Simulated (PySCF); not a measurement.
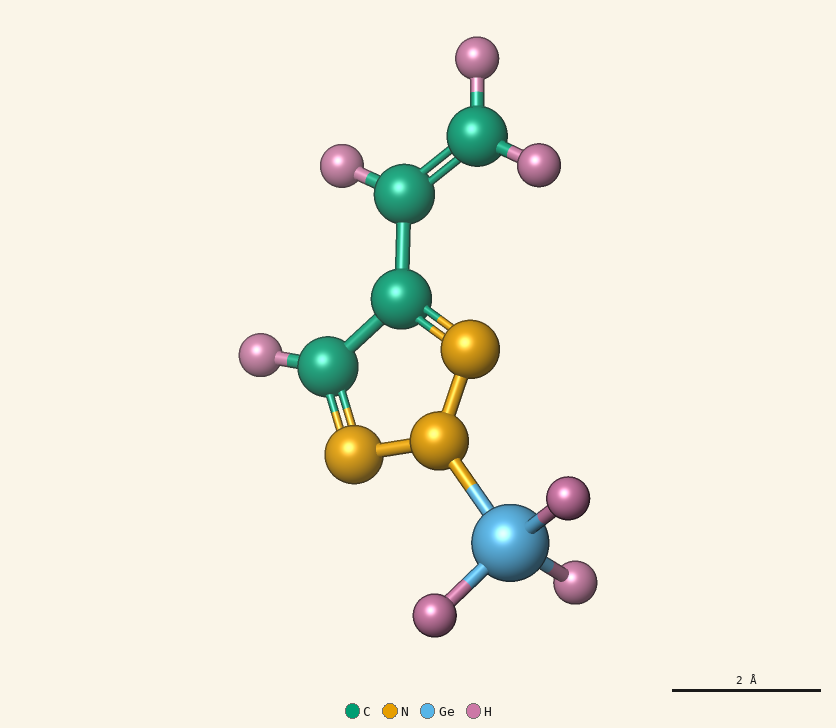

Computed geometry: GFN2-xTB optimisation. No frequency run is at hand to confirm it as a minimum.

What is the molecular formula?

Answer. C₄H₇GeN₃, 15 atoms: 4 carbon, 7 hydrogen, 1 germanium and 3 nitrogen.

How many bonds of each kind are drawn?

Answer. 4 C–H, 3 C–C, 3 Ge–H, 2 C–N, 2 N–N, 1 Ge–N.

The parts below concern this one geometry. Atoms keep their numbers from picture to picture.

**Geometry**

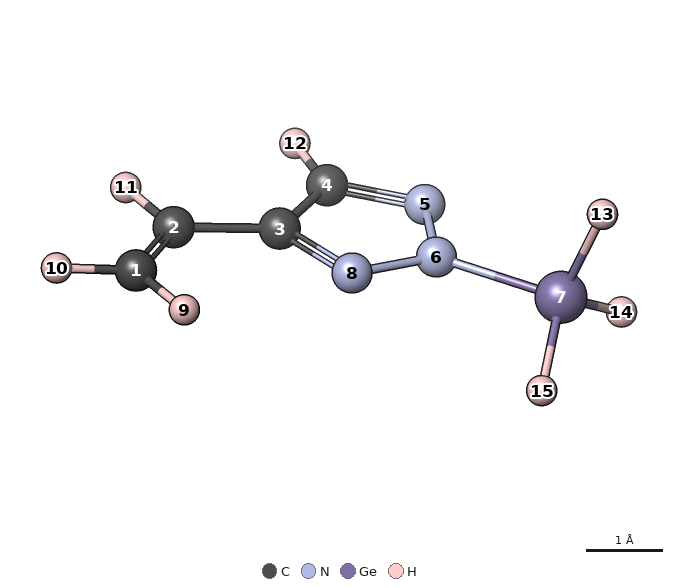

Atoms carry their numbers in the input. No frequency run is at hand to confirm it as a minimum.

Which atoms are bonded, and how long are the bonds?

```
   bond  length (Å)
  C1–C2       1.327
  C1–H9       1.076
 C1–H10       1.076
  C2–C3       1.445
 C2–H11       1.082
  C3–C4       1.410
  C3–N8       1.333
  C4–N5       1.319
 C4–H12       1.071
  N5–N6       1.320
 N6–Ge7       1.834
  N6–N8       1.314
Ge7–H13       1.494
Ge7–H14       1.487
Ge7–H15       1.487
```

**Spin–spin coupling**

No frequency run is at hand to confirm it as a minimum. Level of theory: B3LYP/pcJ-1 (pcSseg-1 on Ge) indirect spin-spin coupling, non-relativistic, gas phase (PySCF 2.14.0). Isotopes: 13C, 1H, 15N.

Give the spin–spin coupling constants of these pairs, with the number of bonds between them: C3/N8, N5/N6, N6/N8, C4/N6, C4/N8, N5/N8, N6/H13, C2/N6, N5/H15, N6/H12.

| pair | bonds apart | J (Hz) |
| --- | --- | --- |
| C3, N8 | 1 | −1.0 |
| N5, N6 | 1 | −16.0 |
| N6, N8 | 1 | −16.0 |
| C4, N6 | 2 | −0.6 |
| C4, N8 | 2 | 1.2 |
| N5, N8 | 2 | −1.1 |
| N6, H13 | 2 | −3.9 |
| C2, N6 | 3 | −3.2 |
| N5, H15 | 3 | −4.2 |
| N6, H12 | 3 | −9.3 |

**Electronic properties**

No frequency run is at hand to confirm it as a minimum. Properties computed with B3LYP/pcJ-1 (pcSseg-1 on Ge), gas phase (PySCF 2.14.0).

What does the calculation give?

- dipole moment: 0.69 D
- HOMO energy (Kohn–Sham orbital): −6.58 eV
- LUMO energy (Kohn–Sham orbital): −1.06 eV
- HOMO–LUMO gap: 5.52 eV

**Quadrupole coupling**

No frequency run is at hand to confirm it as a minimum. Electric field gradients from the ground-state density, B3LYP/pcJ-1 (pcSseg-1 on Ge) (PySCF 2.14.0), non-relativistic apart from any core potentials.

Give the largest field-gradient component, the quadrupole coupling constant and the asymmetry for 14N at N5 (Q = 20.44 mb), 14N at N6 (Q = 20.44 mb), 73Ge at Ge7 (Q = −196 mb), 14N at N8 (Q = 20.44 mb), 2H at H9 (Q = 2.86 mb), 2H at H10 (Q = 2.86 mb).

```tsv
atom	V_zz (a.u.)	e²qQ/h (MHz)	η
N5	−1.091	−5.24	0.31
N6	0.630	3.02	0.81
Ge7	1.776	−81.8	0.07
N8	−1.025	−4.92	0.41
H9	0.322	0.216	0.05
H10	0.327	0.220	0.05
```

The geometry is semi-empirical. Around Ge such bond lengths and angles can be off by a tenth of an ångström or more and by several degrees, and values that hang on the shape move with them.
